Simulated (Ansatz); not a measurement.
# SiN2H5 (SMILES N[SiH]N): UHF/STO-3G

Aim: the electronic atomisation energy of SiN2H5 at UHF/STO-3G, from 4 runs. 

The calculation is run with Ansatz 0.2.0.

50 further runs of the same task are left out: 50 set aside as unsound or not needed.

**1. The molecule**

SiN2H5 has 8 atoms, charge 0, and is taken as a doublet. SMILES: `N[SiH]N`. The coordinates come from a PBE0-D4/def2-TZVP relaxation. This is one conformer, not always the lowest.

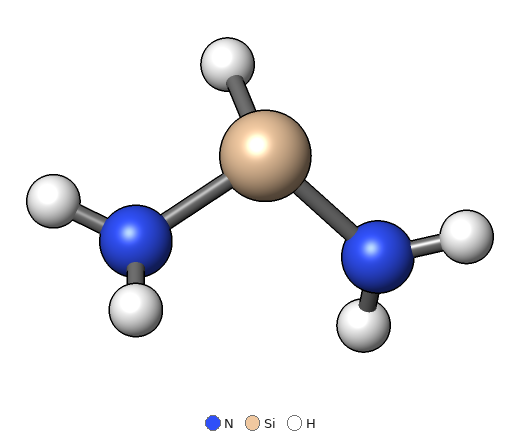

Viewed from a chosen angle; nitrogen blue, silicon light orange, hydrogen white.

**2. A single-point energy at UHF/STO-3G**

The input, job.yaml:

```yaml
crystal:
  periodic: [false, false, false]
  atoms:
    - {symbol: "N", position_ang: [-1.027000, 0.622100, -0.768300]}
    - {symbol: Si, position_ang: [0.527700, 0.579900, -0.050700]}
    - {symbol: "N", position_ang: [0.789500, -1.052600, 0.425100]}
    - {symbol: H, position_ang: [-1.817900, 0.144500, -0.364600]}
    - {symbol: H, position_ang: [-1.296600, 1.349400, -1.406800]}
    - {symbol: H, position_ang: [0.716400, 1.354100, 1.225100]}
    - {symbol: H, position_ang: [0.730800, -1.794000, -0.255200]}
    - {symbol: H, position_ang: [1.468900, -1.260500, 1.139500]}
basis:
  gaussian:
    orbitals: STO-3G
magnetization:
  spin_polarized: true
  initial_magnetization: 1
hamiltonian:
  xc: hf
accuracy: high
output: {orbitals: {seedname: orbitals}}
```

On the command line:

```console
ansatz run job.yaml --threads 1 --pin off --max-ram 3480MiB --events-out events.jsonl --progress --plain --runs-dir runs
```

Standard output:

```text
Warning: RAYON_NUM_THREADS=1 ignored (pool sized by the plan → 1); use --threads N
Functional definition: HF
  name "HF"
  exchange = exact_x
  correlation = 0
459 factors; integrals over basis functions are off by at most 1.3e-8 eV
mean field evaluation 1: about -10773.0643 eV, gradient 1.3e1 eV
mean field evaluation 2: about -10773.1526 eV, gradient 1.3e1 eV
mean field evaluation 4: about -10774.3780 eV, gradient 1.2e0 eV
mean field evaluation 8: about -10774.4089 eV, gradient 1.1e-2 eV
mean field -10774.40885751 eV, -395.9522223570 hartree, gradient 2.4e-8 eV, S^2 0.752367; 0 other end points of the search recorded, 0 dependent functions left out
reference -10774.40885751 eV, -395.9522223570 hartree; 17, 16 occupied and 7, 8 virtual orbitals, 459 factors
Total energy: -10774.40885751 eV, -395.9522223570 hartree
```

It took 0.16 s on 1 thread of Arm Neoverse V2, shared host.

**3. The H atom**

The input, job.yaml:

```yaml
crystal:
  periodic: [false, false, false]
  atoms:
    - symbol: H
      position_ang: [0.000000, 0.000000, 0.000000]
basis:
  gaussian:
    orbitals: STO-3G
magnetization:
  spin_polarized: true
  initial_magnetization: 1
hamiltonian:
  xc: hf
accuracy: high
```

Run the same way, it converges to -0.46658 Eh (log not shown).

**4. The N atom, same level**

The input, input.yaml:

```yaml
crystal:
  periodic: [false, false, false]
  atoms:
    - {symbol: N, position_ang: [0.000000, 0.000000, 0.000000]}
basis:
  gaussian:
    orbitals: STO-3G
accuracy: high
magnetization:
  spin_polarized: true
  initial_magnetization: 3
hamiltonian:
  xc: hf
```

Run the same way, it converges to -53.71901 Eh (log not shown).

**5. The Si atom**

The input, molecule.yaml:

```yaml
crystal:
  periodic: [false, false, false]
  atoms:
    - {symbol: Si, position_ang: [0.000000, 0.000000, 0.000000]}
basis:
  gaussian: {orbitals: STO-3G}
magnetization: {spin_polarized: true, initial_magnetization: 2}
hamiltonian: {xc: hf}
accuracy: high
```

Run the same way, it converges to -285.46622 Eh (log not shown).

**6. Results**

At UHF/STO-3G:

| quantity | value |
| --- | --- |
| molecule: total energy | -395.95222 Eh |
| molecule: HOMO energy (highest over α and β) | -5.27 eV |
| molecule: LUMO energy (lowest over α and β) | 6.68 eV |
| molecule: ⟨S²⟩ | 0.752 |
| H atom: total energy | -0.46658 Eh |
| H atom: ⟨S²⟩ | 0.750 |
| N atom: total energy | -53.71901 Eh |
| N atom: ⟨S²⟩ | 3.750 |
| Si atom: total energy | -285.46622 Eh |
| Si atom: ⟨S²⟩ | 2.000 |
| electronic atomisation energy | 19.458 eV |

**Reading.** Taking the molecule apart into free atoms costs 19.46 eV (1877 kJ/mol), before zero-point energy and without spin-orbit coupling. Hartree–Fock lacks the correlation of the bonding pairs, which as a rule makes this value much too low; in minimal bases other errors can mask that. In a minimal basis such a difference can be off by several eV, whatever the method.
